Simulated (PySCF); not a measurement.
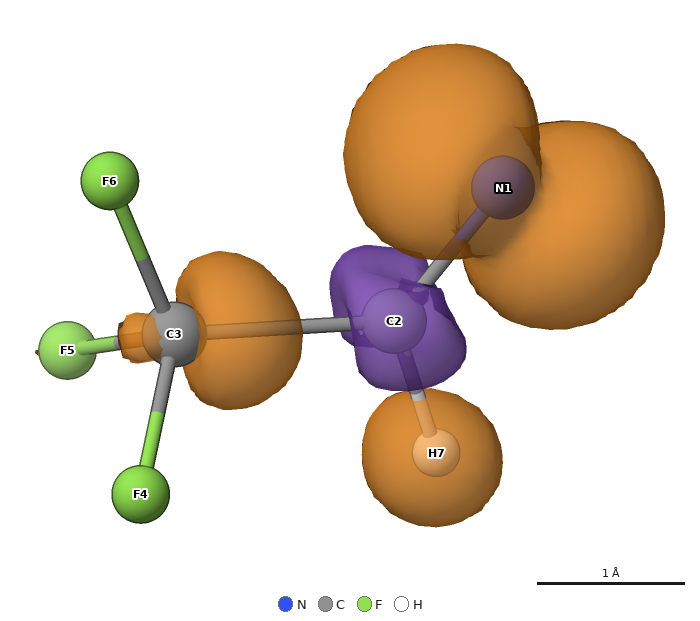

*C₂HF₃N (SMILES [N]=CC(F)(F)F) (doublet). Isosurfaces of the spin density (α minus β) at +0.05 (orange) and −0.05 e/Å³ (purple), seen at a tilt.*

Geometry: GFN2-xTB.

The calculation used UKS B3LYP, pcH-1 on C F H N, non-relativistic, mean-field spin-orbit, GIAO in PySCF.

| atom | x (Å) | y (Å) | z (Å) |
| --- | --- | --- | --- |
| N | 1.6204 | 0.9545 | -0.4252 |
| C | 0.9358 | 0.0411 | -0.0194 |
| C | -0.6090 | 0.0031 | -0.0069 |
| F | -1.0528 | -0.1536 | 1.2438 |
| F | -1.0471 | -1.0401 | -0.7180 |
| F | -1.1618 | 1.0989 | -0.5033 |
| H | 1.3179 | -0.8991 | 0.4019 |

Describe the spin distribution.

The unpaired spin (1 electron) lies mostly on N1 (about 0.8), H7 (about 0.1) and C3 (about 0.1), in electrons by Hirshfeld's partition.
